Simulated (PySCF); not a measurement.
**C$_{2}$H$_{2}$O$_{2}$, SMILES `O=CC=O`: what the electrons do**

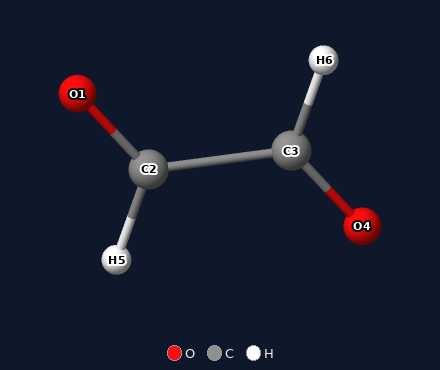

The molecule, with its atoms numbered as below. No frequency check shows the geometry to be a minimum.

Cartesian coordinates (Å):

```
O1       1.7244   -0.1657    0.0000
C2       0.6579    0.3778    0.0000
C3      -0.6579   -0.3778    0.0000
O4      -1.7244    0.1657    0.0000
H5       0.5383    1.4758    0.0000
H6      -0.5383   -1.4758    0.0000
```

Part 1: Excited states

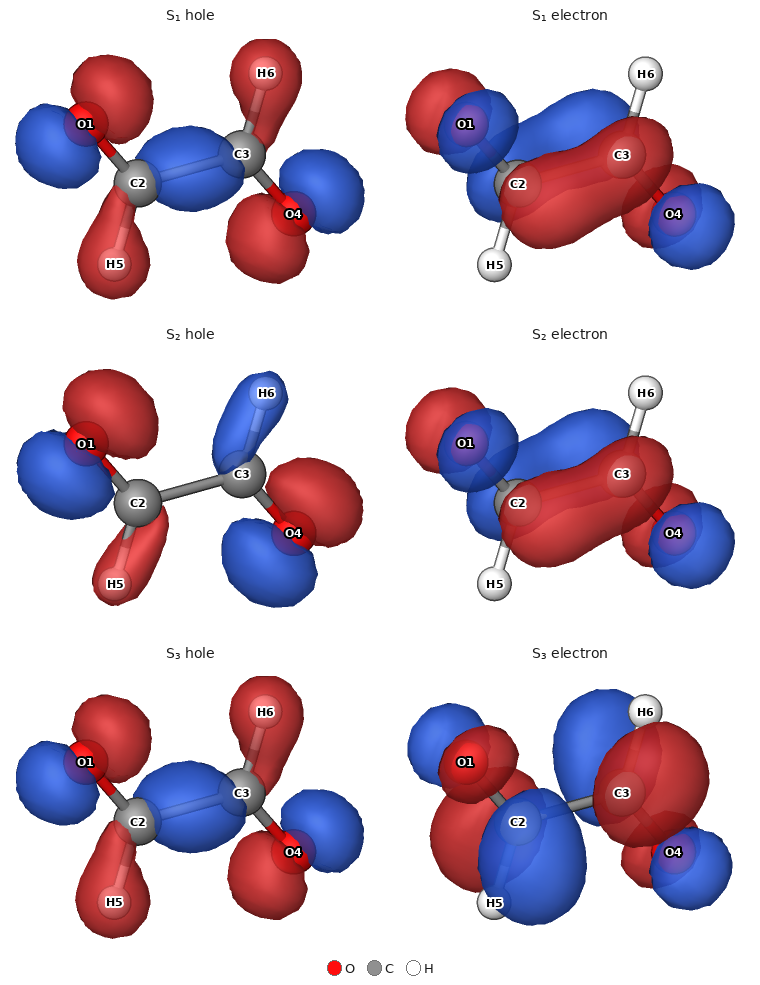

Leading natural transition orbitals (TDA singlet states).

Computed with PySCF, CAM-B3LYP/def2-SVPD, geometry: GFN2-xTB.

Question: Describe these excited states.

Answer: By state:
- S₁: 2.78 eV (446 nm), f = 0.000 (very weak), n → π*; the leading pair carries 98 %; hole on O1 and O4 (30 % each), C2 and C3 (13 % each) and H5 and H6 (7 % each), electron on C2 and C3 (25 % each) and O1 and O4 (23 % each); their centroids lie 0.0 Å apart.
- S₂: 4.36 eV (284 nm), f = 0.000 (dark), n → π*; the leading pair carries 88 %; hole on O1 and O4 (38 % each) and C2 and C3 (9 % each), electron on C2 and C3 (25 % each) and O1 and O4 (22 % each); their centroids lie 0.0 Å apart.
- S₃: 6.67 eV (186 nm), f = 0.000 (dark), σ or n → π*; the leading pair carries 88 %; hole on O1 and O4 (29 % each), C2 and C3 (14 % each) and H5 and H6 (7 % each), electron on C2 and C3 (29 % each), O1 and O4 (14 % each) and H5 and H6 (6 % each); their centroids lie 0.0 Å apart.

Part 2: Removing or adding an electron

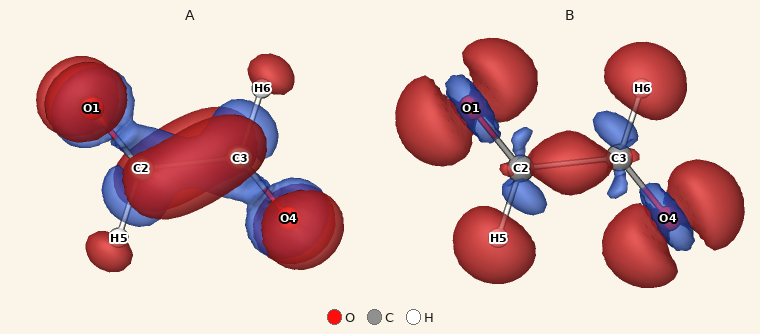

The two Fukui functions at ±0.03 e/Å³ (red positive, blue negative).

PySCF calculation, B3LYP/6-311+G**, gas phase; geometry: GFN2-xTB.

Question: Which panel is f⁻ (electron removed) and which f⁺ (electron added)?

Answer: A is f⁺, B is f⁻. f⁻ (Hirshfeld-condensed) is largest on O1 and O4 (0.26 each); the vertical ionisation energy is 10.48 eV. f⁺ (Hirshfeld-condensed) is largest on O1 and O4 (0.21 each) and C2 and C3 (0.20 each); the vertical electron affinity is 0.99 eV (the stability of the anion's solution wasn't checked; the anion's highest orbital has positive energy, so this value and f⁺ depend on the basis).

Question: What chemical potential and hardness follow from the two energies?

Answer: μ = −(I + A)/2 = −5.74 eV and η = I − A = 9.49 eV.

Part 3: Localised orbitals

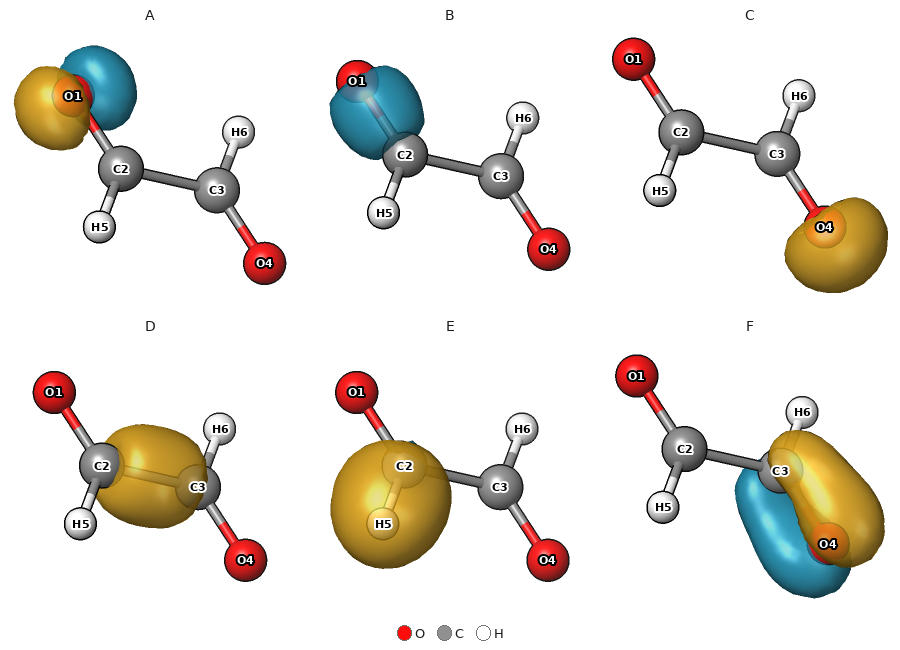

Pipek–Mezey orbitals, occupied; each surface holds about 70 % of the orbital's density. Energies are diagonal elements of the Fock matrix.

Computed with PySCF, HF/cc-pVTZ, geometry: GFN2-xTB.

Question: Name the orbitals, with their atomic make-up and energies.

Answer: By panel:
- A: lone pair on O1 (p-type) (O1 95 %; −14.9 eV)
- B: σ bond O1–C2 (O1 61 %, C2 39 %; −34.3 eV)
- C: lone pair on O4 (sp0.7-type) (O4 100 %; −23.9 eV)
- D: σ bond C3–C2 (C3 50 %, C2 50 %; −22.9 eV)
- E: σ bond C2–H5 (C2 56 %, H5 44 %; −20.5 eV)
- F: π bond O4–C3 (O4 65 %, C3 34 %; −15.5 eV)

Question: How do all the valence pairs divide up?

Answer: 11 pairs: 5 σ bonds, 4 lone pairs and 2 two-centre π bonds.

The PySCF runs shown took 2.7 min, 110 s and 2.2 s on 1 thread of Arm Neoverse V2, with other jobs on the host.
